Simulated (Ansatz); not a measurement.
# PHF₂ (singlet): one geometry, many settings

What do other methods and options give for PHF₂ (singlet) at this geometry, and how long do they take?

Method: the settings change from run to run; program: Ansatz 0.2.0, Gaussian basis.

18 further runs of the same task are left out: 6 for a known fault of the program, 3 that didn't finish, 9 set aside as unsound or not needed.

**1. The geometry**

The geometry is a PBE0/def2-TZVP stationary point (not a proven minimum).

4 atoms, charge 0, spin multiplicity 1.

Atoms are counted from 1 here; the program's logs count them from 0.

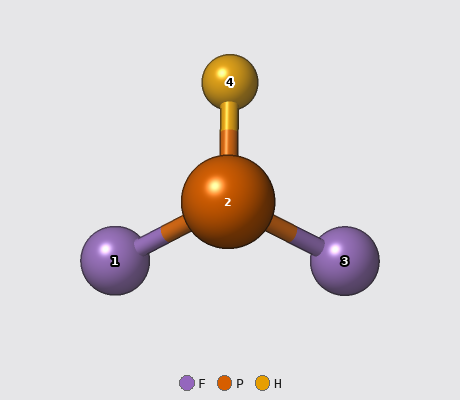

The geometry (fluorine purple, phosphorus orange, hydrogen amber); atoms are numbered from 1 in the order of the file.

**2. CCSD/def2-SVP**

in.yaml

```yaml
crystal:
  periodic: [false, false, false]
  atoms:
    - {symbol: F, position_ang: [0.046705, 0.470913, 1.208966]}
    - {symbol: P, position_ang: [-0.098795, -0.546595, 0.000000]}
    - {symbol: F, position_ang: [0.046705, 0.470913, -1.208966]}
    - {symbol: H, position_ang: [1.275275, -0.955519, 0.000000]}
basis:
  gaussian: {orbitals: def2-SVP, fitting: {mean_field: def2-universal-jkfit}, point_charges: [{charge: -1.00, position_ang: [3.791, -0.254, -0.058]}]}
magnetization: {spin_polarized: false}
hamiltonian: {xc: {name: PBE0}}
correlation: {method: ccsd, electrons: outside_noble_gas}
scf: {lower_state_search: off}
```

The run is started by

```bash
$ ansatz run in.yaml --threads 1 --pin off --events-out ev --progress --plain --max-ram 2393MiB
```

The log of the run (excerpt; [...] marks lines left out):

```text
Functional definition: PBE0
  name "PBE0"
  cite "Adamo & Barone, J. Chem. Phys. 110, 6158 (1999) doi:10.1063/1.478522"
  cite "Perdew, Burke & Ernzerhof, Phys. Rev. Lett. 77, 3865 (1996) doi:10.1103/PhysRevLett.77.3865"
  parent pbe
[...]
300 factors; integrals over basis functions are off by at most 3.9e-1 eV
[...]
mean field -14723.86304989 eV, -541.0919868908 hartree, gradient 3.5e-6 eV, S^2 0.000000; 0 other end points of the search recorded, 0 dependent functions left out
7 core orbitals not correlated: weight in the atoms' cores, before any rotation towards them, 1.000 or more for the frozen orbitals, at most 0.000 for the correlated occupied ones
reference -14692.85411288 eV, -539.9524294742 hartree; 10, 10 occupied and 34, 34 virtual orbitals, 300 factors
second order -13.62089292 eV of doubles, -0.35953656 eV of singles
cycle   1  -13.57624974 eV  change    3.9e-1 eV  update   9.8e-2
[...]
cycle   9  -14.02148649 eV  change   -1.1e-5 eV  update   5.6e-6
Total energy: -14706.87559937 eV, -540.4677095985 hartree
Checks for a lower state left out: stability, starts, cluster_reference, orbital_swaps, neighbouring_geometries, increment
```

It took 0.6 s on 1 thread of Arm Neoverse V2, shared host.

From the report: correlation -14.0215 eV; T1 0.010; largest double amplitude 0.07. The orbitals are Kohn-Sham ones, so correlation energy and T1 don't compare with those on Hartree-Fock orbitals.

**3. CCSD(T)/cc-pVDZ**

in.yaml

```yaml
crystal:
  periodic: [false, false, false]
  atoms:
    - {symbol: F, position_ang: [0.046705, 0.470913, 1.208966]}
    - {symbol: P, position_ang: [-0.098795, -0.546595, 0.000000]}
    - {symbol: F, position_ang: [0.046705, 0.470913, -1.208966]}
    - {symbol: H, position_ang: [1.275275, -0.955519, 0.000000]}
basis:
  gaussian: {orbitals: cc-pVDZ}
magnetization: {spin_polarized: false}
hamiltonian: {xc: {name: B3LYP}}
correlation: {method: ccsd_t, electrons: valence}
```

Same command.

The log of the run (excerpt; [...] marks lines left out):

```text
Functional definition: B3LYP
  name "B3LYP"
  cite "Stephens, Devlin, Chabalowski & Frisch, J. Phys. Chem. 98, 11623 (1994) doi:10.1021/j100096a001"
  cite "Becke, Phys. Rev. A 38, 3098 (1988) doi:10.1103/PhysRevA.38.3098"
  cite "Lee, Yang & Parr, Phys. Rev. B 37, 785 (1988) doi:10.1103/PhysRevB.37.785"
  cite "Vosko, Wilk & Nusair, Can. J. Phys. 58, 1200 (1980) doi:10.1139/p80-159"
[...]
494 factors; integrals over basis functions are off by at most 1.1e-3 eV
[...]
mean field -14739.95167123 eV, -541.6832328196 hartree, gradient 1.3e-6 eV, S^2 0.000000; 0 other end points of the search recorded, 0 dependent functions left out
7 core orbitals not correlated: weight in the atoms' cores, before any rotation towards them, 1.000 or more for the frozen orbitals, at most 0.000 for the correlated occupied ones
reference -14699.89504450 eV, -540.2111789386 hartree; 10, 10 occupied and 34, 34 virtual orbitals, 494 factors
second order -13.81193626 eV of doubles, -0.40018770 eV of singles
cycle   1  -13.72712843 eV  change    4.7e-1 eV  update   1.0e-1
[...]
cycle   8  -14.19670976 eV  change    1.9e-5 eV  update   2.4e-5
perturbative correction -0.31068045 eV, -0.0114172961 hartree
Total energy: -14714.40243472 eV, -540.7443156957 hartree
```

It took 1.4 s on 1 thread of Arm Neoverse V2, shared host.

From the report: correlation -14.5074 eV; T1 0.010; largest double amplitude 0.07. The orbitals are Kohn-Sham ones, so correlation energy and T1 don't compare with those on Hartree-Fock orbitals.

**4. BCCD(T) on RHF/cc-pVDZ**

Changes to in.yaml since step 3:

```diff
@@ -10,3 +10,4 @@
 magnetization: {spin_polarized: false}
-hamiltonian: {xc: {name: B3LYP}}
-correlation: {method: ccsd_t, electrons: valence}
+correlation: {method: bccd_t, electrons: outside_noble_gas}
+scf: {lower_state_search: full}
+output: {forces: true}
```

Same command.

The log of the run (excerpt; [...] marks lines left out):

```text
Functional definition: HF
  name "HF"
  cite "Fock, Z. Phys. 61, 126 (1930) doi:10.1007/BF01340294"
  parent pbe
[...]
494 factors; integrals over basis functions are off by at most 1.1e-3 eV
[...]
mean field -14700.44004091 eV, -540.2312071872 hartree, gradient 1.5e-6 eV, S^2 0.000000; 0 other end points of the search recorded, 0 dependent functions left out
7 core orbitals not correlated: weight in the atoms' cores, before any rotation towards them, 1.000 or more for the frozen orbitals, at most 0.000 for the correlated occupied ones
reference -14700.44004091 eV, -540.2312071872 hartree; 10, 10 occupied and 34, 34 virtual orbitals, 494 factors
second order -13.25213502 eV of doubles, -0.00000000 eV of singles
cycle   1  -13.35851576 eV  change   -1.1e-1 eV  update   8.7e-2
[...]
cycle  10  -13.73559430 eV  change   -1.3e-6 eV  update   3.8e-6
perturbative correction -0.29092735 eV, -0.0106913829 hartree
[...]
Total energy: -14714.46656255 eV, -540.7466723502 hartree
Atom 0 at     0.046705     0.470913     1.208966 Å, force     0.126003     1.233891     1.523880 eV/Å
Atom 1 at    -0.098795    -0.546595     0.000000 Å, force    -0.394961    -2.350539    -0.000000 eV/Å
Atom 2 at     0.046705     0.470913    -1.208966 Å, force     0.126003     1.233891    -1.523880 eV/Å
Atom 3 at     1.275275    -0.955519     0.000000 Å, force     0.142956    -0.117242     0.000000 eV/Å
Dipole moment:     0.046320    -0.301500     0.000000 e Å
```

Wall time 2.7 s (1 thread of Arm Neoverse V2, shared host).

From the report: correlation -14.0265 eV; largest double amplitude 0.07.

**5. MP2 on UHF/cc-pVDZ**

Changes to in.yaml since step 4:

```diff
@@ -9,5 +9,5 @@
   gaussian: {orbitals: cc-pVDZ}
-magnetization: {spin_polarized: false}
-correlation: {method: bccd_t, electrons: outside_noble_gas}
-scf: {lower_state_search: full}
+magnetization: {spin_polarized: true, initial_magnetization: 0}
+correlation: {method: mp2, electrons: all}
+scf: {lower_state_search: light}
 output: {forces: true}
```

Same command.

The log of the run (excerpt; [...] marks lines left out):

```text
Functional definition: HF
  name "HF"
  cite "Fock, Z. Phys. 61, 126 (1930) doi:10.1007/BF01340294"
  parent pbe
[...]
494 factors; integrals over basis functions are off by at most 1.1e-3 eV
[...]
mean field -14700.44004091 eV, -540.2312071872 hartree, gradient 1.0e-6 eV, S^2 0.000000; 0 other end points of the search recorded, 0 dependent functions left out
reference -14700.44004091 eV, -540.2312071872 hartree; 17, 17 occupied and 34, 34 virtual orbitals, 494 factors
second order -13.58379315 eV of doubles, -0.00000000 eV of singles
[...]
Total energy: -14714.02383405 eV, -540.7304023779 hartree
Atom 0 at     0.046705     0.470913     1.208966 Å, force     0.099903     1.132662     1.448533 eV/Å
Atom 1 at    -0.098795    -0.546595     0.000000 Å, force    -0.174067    -2.181066    -0.000000 eV/Å
Atom 2 at     0.046705     0.470913    -1.208966 Å, force     0.099903     1.132662    -1.448533 eV/Å
Atom 3 at     1.275275    -0.955519     0.000000 Å, force    -0.025739    -0.084257    -0.000000 eV/Å
Dipole moment:     0.055155    -0.297846    -0.000000 e Å
```

Run time: 0.87 s. Hardware: 1 thread of Arm Neoverse V2, shared host.

From the report: ⟨S²⟩ of the determinant 0.000 (pure singlet: 0.00).

**6. CCSD(T)/cc-pVDZ**

Changes to in.yaml since step 5:

```diff
@@ -9,5 +9,4 @@
   gaussian: {orbitals: cc-pVDZ}
-magnetization: {spin_polarized: true, initial_magnetization: 0}
-correlation: {method: mp2, electrons: all}
-scf: {lower_state_search: light}
-output: {forces: true}
+magnetization: {spin_polarized: false}
+hamiltonian: {xc: {name: PBE}, pseudopotentials: {relativity: scalar}}
+correlation: {method: ccsd_t, electrons: outside_noble_gas}
```

The command is unchanged.

The log of the run (excerpt; [...] marks lines left out):

```text
Functional definition: PBE
  name "PBE"
  cite "Perdew, Burke & Ernzerhof, Phys. Rev. Lett. 77, 3865 (1996) doi:10.1103/PhysRevLett.77.3865"
  parent pbe
[...]
494 factors; integrals over basis functions are off by at most 1.1e-3 eV
[...]
mean field -14754.22497800 eV, -542.2077671687 hartree, gradient 6.3e-6 eV, S^2 0.000000; 0 other end points of the search recorded, 0 dependent functions left out
7 core orbitals not correlated: weight in the atoms' cores, before any rotation towards them, 1.000 or more for the frozen orbitals, at most 0.000 for the correlated occupied ones
reference -14723.74393869 eV, -541.0876096347 hartree; 10, 10 occupied and 34, 34 virtual orbitals, 494 factors
second order -14.04218724 eV of doubles, -0.71172821 eV of singles
cycle   1  -13.98633848 eV  change    7.3e-1 eV  update   1.1e-1
[...]
cycle   9  -14.54018311 eV  change   -2.3e-5 eV  update   9.3e-6
perturbative correction -0.33522438 eV, -0.0123192688 hartree
Total energy: -14738.61934618 eV, -541.6342707772 hartree
Relativity: scalar
```

Run time: 1.2 s. Hardware: 1 thread of Arm Neoverse V2, shared host.

From the report: correlation -14.8754 eV; T1 0.017; largest double amplitude 0.07. The orbitals are Kohn-Sham ones, so correlation energy and T1 don't compare with those on Hartree-Fock orbitals.

**7. CCSD(T) on RHF/6-31G***

Changes to in.yaml since step 6:

```diff
@@ -8,5 +8,5 @@
 basis:
-  gaussian: {orbitals: cc-pVDZ}
+  gaussian: {orbitals: "6-31G*"}
 magnetization: {spin_polarized: false}
-hamiltonian: {xc: {name: PBE}, pseudopotentials: {relativity: scalar}}
 correlation: {method: ccsd_t, electrons: outside_noble_gas}
+accuracy: high
```

Launched as before.

The log of the run (excerpt; [...] marks lines left out):

```text
Functional definition: HF
  name "HF"
  cite "Fock, Z. Phys. 61, 126 (1930) doi:10.1007/BF01340294"
  parent pbe
[...]
993 factors; integrals over basis functions are off by at most 3.9e-9 eV
[...]
mean field -14699.97593956 eV, -540.2141517774 hartree, gradient 2.0e-8 eV, S^2 0.000000; 0 other end points of the search recorded, 0 dependent functions left out
7 core orbitals not correlated: weight in the atoms' cores, before any rotation towards them, 1.000 or more for the frozen orbitals, at most 0.000 for the correlated occupied ones
reference -14699.97593956 eV, -540.2141517774 hartree; 10, 10 occupied and 34, 34 virtual orbitals, 993 factors
second order -12.13978425 eV of doubles, -0.00000000 eV of singles
cycle   1  -12.18388828 eV  change   -4.4e-2 eV  update   8.9e-2
[...]
cycle  21  -12.58027746 eV  change   -1.9e-9 eV  update   1.1e-9
perturbative correction -0.25317008 eV, -0.0093038287 hartree
Total energy: -14712.80938710 eV, -540.6857722756 hartree
```

It took 1.3 s on 1 thread of Arm Neoverse V2, shared host.

From the report: correlation -12.8334 eV; T1 0.013; largest double amplitude 0.07.

**8. All runs side by side**

Where basis and cores are those of an earlier RCCSDT(Q)/cc-pVDZ run (-14714.5074 eV), and the state is the same kind, the miss against it is given.

| level | correlated | functions | energy (eV) | from RCCSDT(Q) (meV) | time |
| --- | --- | --- | --- | --- | --- |
| CCSD/def2-SVP (beside a point charge, on PBE0 orbitals) | outside noble gas | 51 | -14706.8756 |  | 0.6 s |
| CCSD(T)/cc-pVDZ (on B3LYP orbitals) | valence | 51 | -14714.4024 | 105.0 | 1.4 s |
| BCCD(T) on RHF/cc-pVDZ | outside noble gas | 51 | -14714.4666 | 40.9 | 2.7 s |
| MP2 on UHF/cc-pVDZ | all | 51 | -14714.0238 |  | 0.87 s |
| CCSD(T)/cc-pVDZ (on PBE orbitals, relativity set) | outside noble gas | 51 | -14738.6193 |  | 1.2 s |
| CCSD(T) on RHF/6-31G* | outside noble gas | 51 | -14712.8094 |  | 1.3 s |

**9. What came out**

| quantity | value |
| --- | --- |
| runs | 6 |
| quickest | CCSD/def2-SVP (beside a point charge, on PBE0 orbitals), 0.6 s |
| slowest | BCCD(T) on RHF/cc-pVDZ, 2.7 s |

Total energies in different bases, with other cores or another treatment of relativity can't be set against each other. BCCD(T) on RHF/cc-pVDZ took 4 times as long as CCSD/def2-SVP (beside a point charge, on PBE0 orbitals); the jobs differ in more than the method. Among the correlated runs with a miss given, it spans +41 to +105 meV. Cores frozen from Kohn-Sham orbitals shift the total energy.
